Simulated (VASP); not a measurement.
```
LiCl
1.0
    0.00000     2.54014     2.54014
    2.54014     0.00000     2.54014
    2.54014     2.54014     0.00000
Li Cl
1 1
Direct
  0.00000   0.00000   0.00000
  0.50000   0.50000   0.50000
```

Method: PBE GGA with D3 dispersion (zero damping), VASP's PBE PAW potentials (set 64) (plane waves; VASP). Settings: 520 eV cut-off, 10×10×10 Γ-centred mesh, tetrahedra with Blöchl corrections, potentials Li_sv Cl.

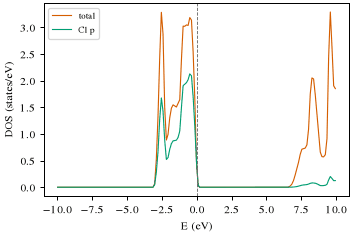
Figure: Total and projected density of states, zero at the valence-band maximum

Within 2 eV below the valence-band maximum the largest weight inside VASP's projection spheres is Cl p.

The gap is direct, 6.51 eV, from the valence maximum at Γ to the conduction minimum at Γ.

The compound is LiCl in the rock salt structure. It was relaxed first.
